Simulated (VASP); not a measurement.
Band structure of SnTe (rock salt). Level of theory: vdW-DF-cx, VASP's PBE PAW potentials (set 64) (plane waves; VASP).

Unless said otherwise, spin-orbit coupling is left out, though it shifts the bands of the heavy elements here.

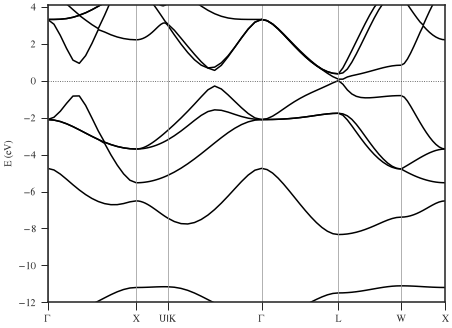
Fig. 1. Bands along high-symmetry lines, zero at the valence-band maximum or, without a gap, the Fermi level

Problem. Read the plot: is there a gap, and where are the band edges?

Solution. The gap is direct, 0.08 eV, from the valence maximum at L to the conduction minimum at L. (Edges off the drawn lines would not show.)

The compound is SnTe in the rock salt structure, which distorts at low temperature. It was relaxed first.
